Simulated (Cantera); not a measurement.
Feed: 1 mol CH3Cl, 0.15 mol CH4, 6.1 mol H2, equilibrated at 1875 °C.

Equilibrium computed with Cantera from the NASA thermochemical tables; the gas is ideal and each condensed phase is pure. Candidate condensed phases: C, C6H6, C7H8, C8H18; 91 gas species. Rates play no part.

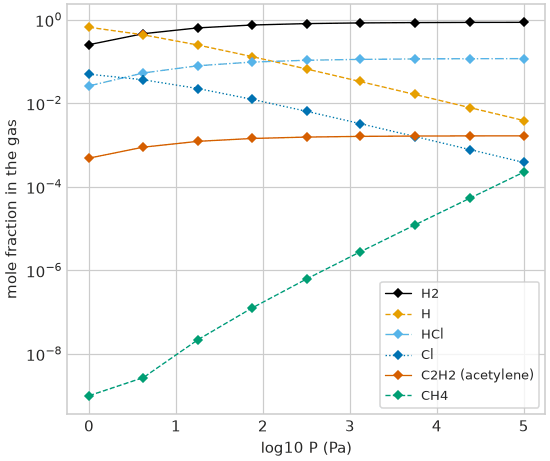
Equilibrium gas composition (values under 1e-9 drawn at 1e-9)

Q: Read off the mole fractions at 0.135 Torr.

A: H2 about 0.65, H about 0.25, HCl about 0.080, Cl about 0.023, C2H2 (acetylene) about 0.0012, CH4 about 2.2e-8.
